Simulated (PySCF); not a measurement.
B(SPMe3)H3 (C$_{3}$H$_{12}$BPS).

Method: HF/6-31+G*; geometry: GFN2-xTB; program: PySCF. No frequency check shows the geometry to be a minimum. GFN2-xTB bond lengths at metals and heavier atoms can be off by up to 0.1 Å and shapes distorted, which carries into these values.

Input script:

```python
import numpy as np
from pyscf import gto, scf, dft, tdscf
from pyscf.scf import atom_ks, atom_hf
from scipy.linalg import block_diag

def solve(mol, dm0=None, hcore=None):
    mf = scf.UHF(mol) if mol.spin else scf.RHF(mol)
    mf = mf.density_fit(auxbasis='def2-universal-jkfit')
    mf.conv_tol, mf.max_cycle = 1e-8, 80
    if hcore is not None:
        mf.get_hcore = lambda *args: hcore
    mf.kernel(dm0)
    if not mf.converged:
        mf = mf.newton().run(mf.mo_coeff, mf.mo_occ, max_cycle=30)
    assert mf.converged, 'SCF not converged'
    return mf

mol = gto.M(atom='''
B     -2.49569     0.64377    -0.00189
S     -1.21587    -0.97677    -0.00098
P      0.50838     0.01218     0.00041
C      0.79352     1.08776     1.45427
C      1.89779    -1.17499    -0.00752
C      0.78703     1.10070    -1.44797
H      1.77092     1.56214     1.40221
H      0.71716     0.48222     2.35605
H      0.01192     1.84544     1.47359
H      2.85026    -0.65026     0.00014
H      1.82039    -1.80839     0.87170
H      1.81644    -1.80050    -0.89586
H      0.00537     1.85851    -1.45704
H      0.70663     0.50323    -2.35478
H      1.76467     1.57462    -1.39606
H     -2.24164     1.23811    -0.98951
H     -2.23717     1.22919     1.01058
H     -3.54838     0.11169     0.00530
''', basis='6-31+g*', charge=0, spin=0, verbose=4)
mf = solve(mol)
td = mf.TDA()
td.nstates, td.singlet, td.conv_tol = 6, True, 1e-5
td.kernel()
td.analyze()
x, y = np.array([p[0] for p in td.xy]), np.array([p[1] + 0 * p[0] for p in td.xy])
f, mu = td.oscillator_strength(), td.transition_dipole()
nto = [td.get_nto(state=i + 1, verbose=4) for i in range(len(td.e))]
# spherically averaged free atoms, for the promolecule
atm = scf.atom_hf.get_atm_nrhf(mol)
pro = block_diag(*[(atm[a[0]][2] * atm[a[0]][3]) @ atm[a[0]][2].T for a in mol._atom])
np.savez('result.npz', e=td.e, f=f, ok=td.converged, w=[n[0] for n in nto], nto=[n[1] for n in nto], x=x, y=y, c=mf.mo_coeff, occ=mf.mo_occ, eps=mf.mo_energy, pro=pro, mu=mu)
```

Command:

```sh
OMP_NUM_THREADS=1 python input.py
```

The run took 3.1 min on 1 thread of Intel(R) Xeon(R) Processor @ 2.50GHz (Skylake/Cascade Lake), with other jobs on the host, peak memory 0.6 GiB.

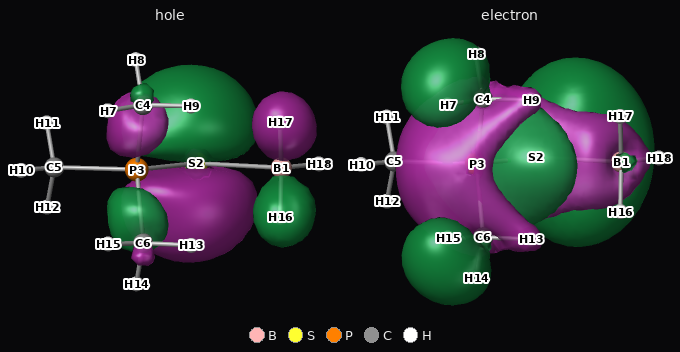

Leading natural transition orbital pair of S₁ (CIS singlet states); the surfaces enclose about 85 % of each orbital's density.

> Give its energy and the atoms that hole and electron lie on.

6.47 eV (192 nm), f = 0.008; the leading pair carries 99 %; hole on S2 (74 %), P3 (9 %) and B1 (5 %), electron on S2 (46 %), P3 (24 %) and B1 (8 %); their centroids lie 0.4 Å apart. The HOMO–LUMO gap is 10.31 eV.
